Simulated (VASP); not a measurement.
Here is the system:

```
CELL_PARAMETERS angstrom
      0.00000     2.72779     2.72779
      2.72779     0.00000     2.72779
      2.72779     2.72779     0.00000
ATOMIC_POSITIONS crystal
  Si 0.00000 0.00000 0.00000
  Si 0.25000 0.25000 0.25000
```

These are rev-vdW-DF2, VASP's PBE PAW potentials (set 64) (plane waves; VASP) values and carry that method's errors. Settings: 520 eV cut-off, 9×9×9 Γ-centred mesh, tetrahedra with Blöchl corrections, potentials Si.

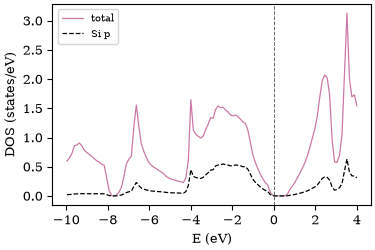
Total and projected density of states, zero at the valence-band maximum

Within 2 eV below the valence-band maximum the largest weight inside VASP's projection spheres is Si p.

It has a band gap.

The compound is Si in the diamond structure. It was relaxed first.
